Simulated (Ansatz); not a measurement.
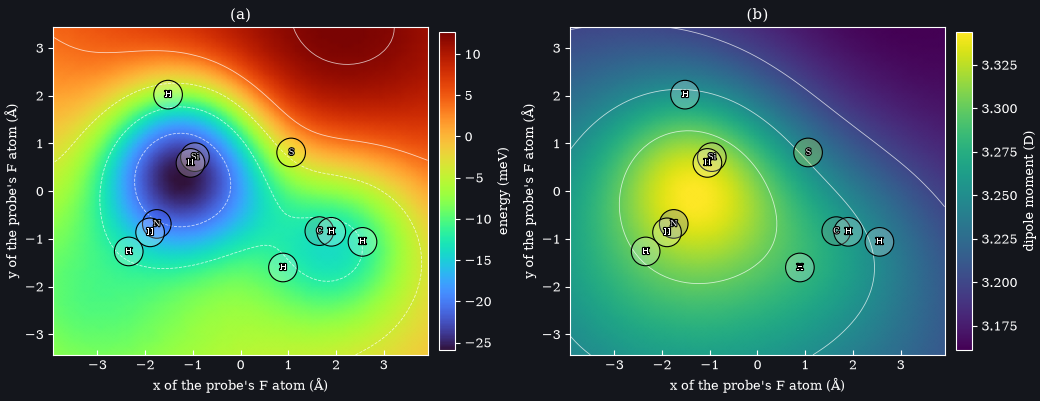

CH₇NSSi (SMILES CS[SiH2]N) with the probe HF. The probe is moved over a plane parallel to the molecule's main plane, 4.96 Å above it. Coordinates scanned: (1) x of the probe's F atom; (2) y of the probe's F atom. Nothing is relaxed (molecule and probe rigid, the probe upright with F nearest the plane). The grid has 17 × 15 points. Points are written as (first, second). Energies are in meV, from molecule and probe far apart, each relaxed in its own basis (no counterpoise correction). All numbers below come from RKS CAM-B3LYP-D4/def2-SVP (Ansatz 0.2.0).

Panel (a) is the energy and panel (b) the computed dipole moment on the same grid.

In the figure: a smooth colour map with a few white contour lines, labelled circles for the molecule's atoms, projected on the plane. Between grid points the surface is interpolated.

How does the dipole moment vary over the map, and what is it at the lowest grid point?

Answer. Leaving out the highest fifth of the energies, it runs from 3.19 D at (3.92 Å, 0.49 Å) to 3.34 D at (−1.47 Å, 0.00 Å). At the lowest grid point, (−1.47 Å, 0.49 Å), it is 3.33 D.

```
y of the probe's F atom ↓, x of the probe's F atom →  −3.43  −2.45  −1.47  −0.49  0.49  1.47  2.45  3.43
                                                3.43   3.20   3.20   3.20   3.19  3.18  3.17  3.16  3.16
                                                2.94   3.21   3.21   3.21   3.20  3.19  3.17  3.17  3.16
                                                2.45   3.22   3.23   3.23   3.22  3.20  3.18  3.17  3.17
                                                1.96   3.23   3.25   3.26   3.25  3.22  3.20  3.18  3.17
                                                1.47   3.25   3.27   3.29   3.27  3.24  3.21  3.19  3.18
                                                0.98   3.26   3.30   3.32   3.30  3.26  3.22  3.20  3.19
                                                0.49   3.27   3.31   3.33   3.32  3.28  3.24  3.21  3.19
                                                0.00   3.28   3.32   3.34   3.33  3.29  3.26  3.23  3.20
                                               −0.49   3.28   3.32   3.34   3.33  3.30  3.27  3.24  3.21
                                               −0.98   3.28   3.31   3.33   3.32  3.30  3.27  3.25  3.22
                                               −1.47   3.28   3.30   3.31   3.31  3.29  3.27  3.25  3.22
                                               −1.96   3.27   3.29   3.30   3.30  3.28  3.27  3.25  3.22
                                               −2.45   3.27   3.28   3.29   3.28  3.28  3.26  3.24  3.22
                                               −2.94   3.26   3.27   3.27   3.27  3.27  3.25  3.24  3.22
                                               −3.43   3.25   3.26   3.26   3.26  3.26  3.25  3.23  3.22
```

The table holds every second grid line.
